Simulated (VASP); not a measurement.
Band structure of Be$_{4}$STe$_{3}$ (ordered alloy cell). Calculation: PBEsol GGA, VASP's PBE PAW potentials (set 64) (plane waves; VASP).

Unless said otherwise, spin-orbit coupling is left out, though it shifts the bands of the heavy elements here.

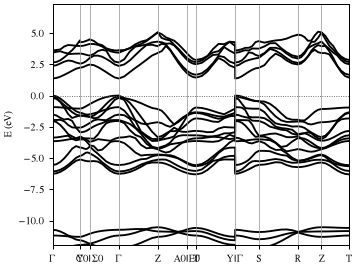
Fig. 1. Bands along high-symmetry lines, zero at the valence-band maximum or, without a gap, the Fermi level

**Question.** Read the plot: is there a gap, and where are the band edges?

**Answer.** The gap is direct, 1.36 eV, from the valence maximum at Γ to the conduction minimum at Γ. (Edges off the drawn lines would not show.)

The structure was generated: Be4STe3 was put into an ordered model structure (Amm2), which need not be its known phase. It was relaxed first.
